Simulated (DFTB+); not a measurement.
## Geometry relaxation of TiH3O3F (part 1 of 3)

The run: geometry relaxation of TiH3O3F, SMILES [OH][Ti]([OH])([OH])[F]. Method and program: GFN1-xTB, R-SCC, dispersion built in (DFTB+ 25.1).

The geometry comes from this level: GFN2-xTB.

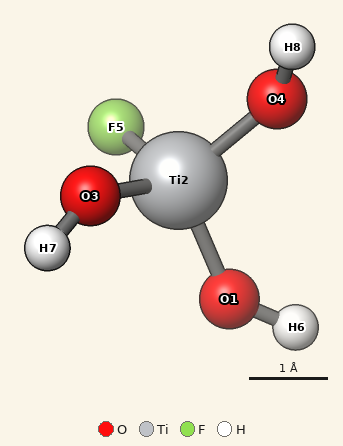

**Figure 1.** The starting structure (ball-and-stick view, seen at a tilt; atoms are numbered from 1 in the order of the input). Sticks mark near contacts. Bond lengths as drawn: F–Ti 1.73 Å, H–O 0.96 Å and O–Ti 1.71 to 1.72 Å.

### Input file (dftb_in.hsd)
```
Geometry = GenFormat {
  8 C
  O Ti F H
     1  1     -0.711280      1.331120      0.639590
     2  2      0.101850      0.134000     -0.283070
     3  1      1.480620     -0.423880      0.567180
     4  1     -0.966680     -1.168360     -0.600380
     5  3      0.605500      0.831250     -1.785870
     6  4     -1.614880      1.587520      0.839290
     7  4      2.077440     -0.163950      1.272350
     8  4     -0.972570     -2.127710     -0.649100
}

Driver = GeometryOptimisation {
  Optimiser = Rational {}
  MaxSteps = 200
  Convergence {
    GradElem = 0.003
  }
  AppendGeometries = Yes
}

Hamiltonian = xTB {
  Method = "GFN1-xTB"
  SCCTolerance = 1e-08
}

Analysis {
  PrintForces = Yes
}

Options {
  WriteResultsTag = Yes
}

ParserOptions {
  ParserVersion = 14
}
```

Command:
```bash
dftb+ > run.log
```

### Output
```
|  DFTB+ development version (commit: a23bfb2)

Reading input file 'dftb_in.hsd'
Parser version: 14

--------------------------------------------------------------------------------

Processed input in HSD format written to 'dftb_pin.hsd'

Starting initialization...
--------------------------------------------------------------------------------
OpenMP threads:              1
Chosen random seed:          243304419
Current stacksize:           unlimited
Mode:                        Geometry optimisation relaxation
Self consistent charges:     Yes
SCC-tolerance:                 0.100000E-07
Max. scc iterations:                    100
Shell resolved Hubbard:      Yes
Spin polarisation:           No
Nr. of up electrons:            16.000000
Nr. of down electrons:          16.000000
Periodic boundaries:         No
Electronic solver:           Relatively robust
Mixer:                       Broyden mixer
Mixing parameter:                  0.200000
Nr. of chrg. vec. in memory:            100
Max. SCC-cycles:                        100
Max. nr. of geometry steps:             200
tblite library version:      0.3.0
-> parametrization:          GFN1-xTB
-> repulsion:                Yes
-> dispersion:               Yes
-> halogen bonding:          Yes
-> electrostatics:           Yes
   -> isotropic:             Yes
   -> anisotropic:           No
   -> third-order:           Yes
Electronic temperature:              0.950045E-03 H      0.258520E-01 eV
Initial charges:             Set automatically (system chrg:   0.000E+00)
Included shells:             O:  s, p
                            Ti:  d, s, p
                             F:  s, p
                             H:  s, s2
Extra options:
                             Mulliken analysis
                             Force calculation
Force type                   original

--------------------------------------------------------------------------------

***  Geometry step: 0

 iSCC Total electronic   Diff electronic      SCC error
    1   -0.20313493E+02    0.00000000E+00    0.19459645E+01
    2   -0.22129826E+02   -0.20313493E+02    0.11219259E+01
    3   -0.21617495E+02   -0.18163332E+01    0.13991582E+01
    4   -0.21801095E+02    0.51233109E+00    0.11047336E+01
    5   -0.22386605E+02   -0.18360052E+00    0.87392534E-01
    6   -0.22298459E+02   -0.58550960E+00    0.38882256E+00
    7   -0.22387981E+02    0.88146195E-01    0.56546041E-01
    8   -0.22388199E+02   -0.89522148E-01    0.44782202E-01
    9   -0.22388718E+02   -0.21808007E-03    0.22465570E-01
   10   -0.22388883E+02   -0.51934585E-03    0.23191384E-02
   11   -0.22388683E+02   -0.16485721E-03    0.23220151E-01
   12   -0.22388875E+02    0.20030885E-03    0.57297836E-02
   13   -0.22388887E+02   -0.19182838E-03    0.48027945E-03
   14   -0.22388888E+02   -0.12864492E-04    0.11720083E-04
   15   -0.22388888E+02   -0.92505282E-07    0.23976749E-05
   16   -0.22388888E+02   -0.48732574E-10    0.12730917E-05
   17   -0.22388888E+02   -0.16200374E-11    0.28082604E-06
   18   -0.22388888E+02   -0.61461947E-12    0.79076600E-06
   19   -0.22388888E+02    0.19539925E-12    0.74351520E-07
   20   -0.22388888E+02   -0.21671553E-12    0.20103208E-09

Total Energy:                      -22.2834922459 H         -606.3647 eV
Extrapolated to 0K:                -22.2834922459 H         -606.3647 eV
Total Mermin free energy:          -22.2834922459 H         -606.3647 eV
Force related energy:              -22.2834922459 H         -606.3647 eV

total energy  -2.2283492E+01 H       energy change -2.2283492E+01 H
gradient norm  1.8314280E-02 H/a0    max. gradient  1.1433714E-02 H/a0
step length    0.0000000E+00 a0      max. step      0.0000000E+00 a0

--------------------------------------------------------------------------------

***  Geometry step: 1

 iSCC Total electronic   Diff electronic      SCC error
    1   -0.22390836E+02    0.00000000E+00    0.32213450E-02
    2   -0.22390842E+02   -0.19488612E-02    0.17389264E-02
    3   -0.22390843E+02   -0.53002864E-05    0.78989134E-03
    4   -0.22390843E+02   -0.94662065E-06    0.38292860E-03
    5   -0.22390843E+02   -0.20056270E-06    0.25161742E-03
    6   -0.22390843E+02   -0.40309764E-08    0.11648272E-04
    7   -0.22390843E+02   -0.31886529E-08    0.42288503E-05
    8   -0.22390843E+02   -0.46256332E-10    0.78610916E-06
    9   -0.22390843E+02   -0.20889956E-11    0.40115075E-07
   10   -0.22390843E+02   -0.25224267E-12    0.23587635E-07
   11   -0.22390843E+02    0.35527137E-14    0.42322235E-08

Total Energy:                      -22.2837802492 H         -606.3725 eV
Extrapolated to 0K:                -22.2837802492 H         -606.3725 eV
Total Mermin free energy:          -22.2837802492 H         -606.3725 eV
Force related energy:              -22.2837802492 H         -606.3725 eV

total energy  -2.2283780E+01 H       energy change -2.8800327E-04 H
gradient norm  1.4106800E-02 H/a0    max. gradient  8.9777679E-03 H/a0
step length    1.8314280E-02 a0      max. step      1.1433714E-02 a0

--------------------------------------------------------------------------------

***  Geometry step: 2

 iSCC Total electronic   Diff electronic      SCC error
    1   -0.22395752E+02    0.00000000E+00    0.10120335E-01
    2   -0.22395803E+02   -0.49090157E-02    0.10687267E-01
    3   -0.22395812E+02   -0.51226332E-04    0.45956089E-02
    4   -0.22395815E+02   -0.93362353E-05    0.23388529E-02
    5   -0.22395815E+02   -0.21458855E-05    0.38721665E-03
    6   -0.22395815E+02   -0.32316325E-06    0.79550183E-04
    7   -0.22395815E+02   -0.48424305E-08    0.19395819E-04
    8   -0.22395815E+02   -0.23650628E-08    0.10695671E-05
    9   -0.22395815E+02   -0.48849813E-10    0.26394405E-06
   10   -0.22395815E+02   -0.40856207E-12    0.88723948E-07
   11   -0.22395815E+02   -0.31974423E-13    0.12950115E-07
   12   -0.22395815E+02   -0.10658141E-13    0.18924897E-08

Total Energy:                      -22.2842873233 H         -606.3863 eV
Extrapolated to 0K:                -22.2842873233 H         -606.3863 eV
Total Mermin free energy:          -22.2842873233 H         -606.3863 eV
Force related energy:              -22.2842873233 H         -606.3863 eV

total energy  -2.2284287E+01 H       energy change -5.0707414E-04 H
gradient norm  1.1506804E-02 H/a0    max. gradient  6.3210092E-03 H/a0
step length    6.6732890E-02 a0      max. step      4.2861151E-02 a0

--------------------------------------------------------------------------------

***  Geometry step: 3

 iSCC Total electronic   Diff electronic      SCC error
    1   -0.22396578E+02    0.00000000E+00    0.31284492E-02
    2   -0.22396579E+02   -0.76308995E-03    0.29965980E-02
    3   -0.22396579E+02   -0.67375363E-06    0.95332258E-03
    4   -0.22396579E+02   -0.11743786E-06    0.13298612E-03
    5   -0.22396579E+02   -0.12093138E-06    0.66542245E-04
    6   -0.22396579E+02   -0.17276562E-08    0.98230373E-05
    7   -0.22396579E+02   -0.21522339E-09    0.31317900E-05
    8   -0.22396579E+02   -0.14715340E-10    0.42912581E-06
    9   -0.22396579E+02   -0.22311042E-11    0.85941680E-08

Total Energy:                      -22.2843996546 H         -606.3894 eV
Extrapolated to 0K:                -22.2843996546 H         -606.3894 eV
Total Mermin free energy:          -22.2843996546 H         -606.3894 eV
Force related energy:              -22.2843996546 H         -606.3894 eV

total energy  -2.2284400E+01 H       energy change -1.1233128E-04 H
gradient norm  9.9599021E-03 H/a0    max. gradient  5.8189494E-03 H/a0
step length    1.5268552E-02 a0      max. step      6.3399005E-03 a0

--------------------------------------------------------------------------------

***  Geometry step: 4

 iSCC Total electronic   Diff electronic      SCC error
    1   -0.22400859E+02    0.00000000E+00    0.13574111E-01
    2   -0.22400874E+02   -0.42799499E-02    0.12912484E-01
    3   -0.22400876E+02   -0.14822555E-04    0.39278890E-02
    4   -0.22400878E+02   -0.25943915E-05    0.11352927E-02
    5   -0.22400879E+02   -0.21289952E-05    0.29623381E-03
    6   -0.22400879E+02   -0.13200096E-06    0.52964191E-04
    7   -0.22400879E+02   -0.47112039E-08    0.25651305E-04
    8   -0.22400879E+02   -0.43406700E-09    0.21170565E-05
    9   -0.22400879E+02   -0.12549251E-09    0.64736946E-07
   10   -0.22400879E+02   -0.15667467E-11    0.43424357E-07
   11   -0.22400879E+02    0.71054274E-14    0.63700872E-08

Total Energy:                      -22.2847826012 H         -606.3998 eV
Extrapolated to 0K:                -22.2847826012 H         -606.3998 eV
Total Mermin free energy:          -22.2847826012 H         -606.3998 eV
Force related energy:              -22.2847826012 H         -606.3998 eV

total energy  -2.2284783E+01 H       energy change -3.8294656E-04 H
gradient norm  1.1479198E-02 H/a0    max. gradient  6.2765814E-03 H/a0
step length    8.4365916E-02 a0      max. step      3.4914438E-02 a0

--------------------------------------------------------------------------------

***  Geometry step: 5

 iSCC Total electronic   Diff electronic      SCC error
    1   -0.22402621E+02    0.00000000E+00    0.16931372E-02
    2   -0.22402622E+02   -0.17425851E-02    0.22068967E-02
    3   -0.22402622E+02   -0.72046389E-06    0.15280180E-02
    4   -0.22402622E+02   -0.12340658E-06    0.23313644E-03
    5   -0.22402622E+02   -0.46868500E-07    0.66435306E-04
    6   -0.22402622E+02   -0.19277486E-08    0.99236201E-05
    7   -0.22402622E+02   -0.13101698E-08    0.49125819E-05
    8   -0.22402622E+02   -0.19337421E-10    0.27726867E-06
    9   -0.22402622E+02   -0.42774673E-11    0.26022021E-07
   10   -0.22402622E+02   -0.24868996E-13    0.73657678E-08

Total Energy:                      -22.2849201587 H         -606.4035 eV
Extrapolated to 0K:                -22.2849201587 H         -606.4035 eV
Total Mermin free energy:          -22.2849201587 H         -606.4035 eV
Force related energy:              -22.2849201587 H         -606.4035 eV

total energy  -2.2284920E+01 H       energy change -1.3755756E-04 H
gradient norm  1.1499821E-02 H/a0    max. gradient  5.9384537E-03 H/a0
step length    3.5986202E-02 a0      max. step      1.4637843E-02 a0

--------------------------------------------------------------------------------

***  Geometry step: 6

 iSCC Total electronic   Diff electronic      SCC error
    1   -0.22406213E+02    0.00000000E+00    0.24563895E-02
    2   -0.22406215E+02   -0.35908540E-02    0.16289126E-02
    3   -0.22406215E+02   -0.22379569E-05    0.12256759E-02
    4   -0.22406216E+02   -0.35027202E-06    0.55260227E-03
    5   -0.22406216E+02   -0.15773729E-07    0.12179950E-03
    6   -0.22406216E+02   -0.14289451E-07    0.69169283E-05
    7   -0.22406216E+02   -0.11634782E-08    0.42277455E-05
    8   -0.22406216E+02   -0.74713569E-11    0.16838684E-06
    9   -0.22406216E+02   -0.29132252E-11    0.66548444E-07
   10   -0.22406216E+02   -0.10658141E-13    0.12901682E-07
   11   -0.22406216E+02    0.35527137E-14    0.52697107E-08

Total Energy:                      -22.2853592562 H         -606.4155 eV
Extrapolated to 0K:                -22.2853592562 H         -606.4155 eV
Total Mermin free energy:          -22.2853592562 H         -606.4155 eV
Force related energy:              -22.2853592562 H         -606.4155 eV

total energy  -2.2285359E+01 H       energy change -4.3909746E-04 H
gradient norm  1.2910932E-02 H/a0    max. gradient  5.6756040E-03 H/a0
step length    1.2265504E-01 a0      max. step      4.7219125E-02 a0

--------------------------------------------------------------------------------

***  Geometry step: 7

 iSCC Total electronic   Diff electronic      SCC error
    1   -0.22407048E+02    0.00000000E+00    0.52632208E-02
    2   -0.22407050E+02   -0.83278154E-03    0.25559213E-02
    3   -0.22407050E+02   -0.19944305E-05    0.19567543E-02
    4   -0.22407051E+02   -0.79329197E-07    0.51264309E-03
    5   -0.22407051E+02   -0.36464095E-06    0.35956837E-03
    6   -0.22407051E+02   -0.91801571E-07    0.13953855E-04
    7   -0.22407051E+02   -0.55143090E-08    0.10966189E-04
    8   -0.22407051E+02   -0.20751401E-10    0.35637010E-06
    9   -0.22407051E+02   -0.25014657E-10    0.80944562E-07
   10   -0.22407051E+02   -0.49737992E-13    0.16953561E-07
   11   -0.22407051E+02   -0.35527137E-14    0.66062189E-08

Total Energy:                      -22.2859514673 H         -606.4316 eV
Extrapolated to 0K:                -22.2859514673 H         -606.4316 eV
Total Mermin free energy:          -22.2859514673 H         -606.4316 eV
Force related energy:              -22.2859514673 H         -606.4316 eV

total energy  -2.2285951E+01 H       energy change -5.9221107E-04 H
gradient norm  1.4391714E-02 H/a0    max. gradient  8.2045819E-03 H/a0
step length    1.9172193E-01 a0      max. step      7.0560860E-02 a0

--------------------------------------------------------------------------------

***  Geometry step: 8

 iSCC Total electronic   Diff electronic      SCC error
    1   -0.22401461E+02    0.00000000E+00    0.14763942E-01
    2   -0.22401474E+02    0.55899107E-02    0.11878439E-01
    3   -0.22401476E+02   -0.12872106E-04    0.23003474E-02
    4   -0.22401478E+02   -0.23084664E-05    0.12415310E-02
    5   -0.22401478E+02   -0.19328062E-05    0.46708744E-03
    6   -0.22401478E+02   -0.33202966E-06    0.62384031E-04
    7   -0.22401478E+02   -0.19271635E-07    0.31245358E-04
    8   -0.22401478E+02   -0.82913232E-10    0.69184969E-06
    9   -0.22401478E+02   -0.37545433E-09    0.77025558E-07
   10   -0.22401478E+02   -0.16342483E-12    0.57968461E-07
   11   -0.22401478E+02   -0.35527137E-14    0.89403021E-08

Total Energy:                      -22.2864457271 H         -606.4450 eV
Extrapolated to 0K:                -22.2864457271 H         -606.4450 eV
Total Mermin free energy:          -22.2864457271 H         -606.4450 eV
Force related energy:              -22.2864457271 H         -606.4450 eV

total energy  -2.2286446E+01 H       energy change -4.9425984E-04 H
gradient norm  1.5540350E-02 H/a0    max. gradient  7.7038876E-03 H/a0
step length    2.8889291E-01 a0      max. step      1.0382228E-01 a0

--------------------------------------------------------------------------------

***  Geometry step: 9

 iSCC Total electronic   Diff electronic      SCC error
    1   -0.22402397E+02    0.00000000E+00    0.10115338E-01
    2   -0.22402400E+02   -0.91873681E-03    0.63697668E-02
    3   -0.22402402E+02   -0.31304046E-05    0.95343663E-03
    4   -0.22402402E+02   -0.13303642E-05    0.43650612E-03
    5   -0.22402402E+02   -0.11623346E-06    0.20968804E-03
    6   -0.22402402E+02   -0.59335772E-07    0.30744441E-04
    7   -0.22402402E+02   -0.13634427E-08    0.10246120E-04
    8   -0.22402402E+02   -0.54832583E-10    0.54870658E-06
    9   -0.22402402E+02   -0.17134738E-10    0.10051337E-06
   10   -0.22402402E+02   -0.13145041E-12    0.24450202E-07
   11   -0.22402402E+02   -0.35527137E-14    0.56772556E-08

Total Energy:                      -22.2866762309 H         -606.4513 eV
Extrapolated to 0K:                -22.2866762309 H         -606.4513 eV
Total Mermin free energy:          -22.2866762309 H         -606.4513 eV
Force related energy:              -22.2866762309 H         -606.4513 eV

total energy  -2.2286676E+01 H       energy change -2.3050375E-04 H
gradient norm  1.2015765E-02 H/a0    max. gradient  4.8099466E-03 H/a0
step length    4.6719941E-02 a0      max. step      1.9489974E-02 a0

--------------------------------------------------------------------------------

***  Geometry step: 10

 iSCC Total electronic   Diff electronic      SCC error
    1   -0.22401140E+02    0.00000000E+00    0.58602111E-02
    2   -0.22401141E+02    0.12613951E-02    0.34092644E-02
    3   -0.22401142E+02   -0.10180026E-05    0.15168072E-02
    4   -0.22401142E+02   -0.21670190E-06    0.24981764E-03
    5   -0.22401142E+02   -0.14663580E-06    0.68061938E-04
    6   -0.22401142E+02   -0.23265542E-07    0.16549795E-04
    7   -0.22401142E+02   -0.70933481E-09    0.86720273E-05
    8   -0.22401142E+02   -0.21124436E-10    0.84776188E-06
    9   -0.22401142E+02   -0.47783999E-11    0.59185139E-07
   10   -0.22401142E+02   -0.27000624E-12    0.75125537E-08

Total Energy:                      -22.2868317140 H         -606.4555 eV
Extrapolated to 0K:                -22.2868317140 H         -606.4555 eV
Total Mermin free energy:          -22.2868317140 H         -606.4555 eV
Force related energy:              -22.2868317140 H         -606.4555 eV

total energy  -2.2286832E+01 H       energy change -1.5548317E-04 H
gradient norm  1.1073546E-02 H/a0    max. gradient  5.2545090E-03 H/a0
step length    3.2474050E-02 a0      max. step      1.3180270E-02 a0

--------------------------------------------------------------------------------

***  Geometry step: 11

 iSCC Total electronic   Diff electronic      SCC error
    1   -0.22398098E+02    0.00000000E+00    0.10629493E-01
    2   -0.22398101E+02    0.30439319E-02    0.49746568E-02
    3   -0.22398101E+02   -0.32675256E-05    0.37371172E-02
    4   -0.22398102E+02   -0.11977220E-06    0.27648916E-03
    5   -0.22398102E+02   -0.87966017E-06    0.14610207E-03
    6   -0.22398102E+02   -0.17283018E-07    0.27934698E-04
    7   -0.22398102E+02   -0.24561899E-08    0.15053877E-04
    8   -0.22398102E+02   -0.78681950E-10    0.91914478E-06
    9   -0.22398102E+02   -0.42792436E-10    0.11247495E-06
   10   -0.22398102E+02   -0.77804430E-12    0.44371574E-07
   11   -0.22398102E+02   -0.35527137E-14    0.47090347E-08

Total Energy:                      -22.2871443424 H         -606.4641 eV
Extrapolated to 0K:                -22.2871443424 H         -606.4641 eV
Total Mermin free energy:          -22.2871443424 H         -606.4641 eV
Force related energy:              -22.2871443424 H         -606.4641 eV

total energy  -2.2287144E+01 H       energy change -3.1262836E-04 H
gradient norm  8.8787777E-03 H/a0    max. gradient  3.5414006E-03 H/a0
step length    6.6621762E-02 a0      max. step      2.4427902E-02 a0
```
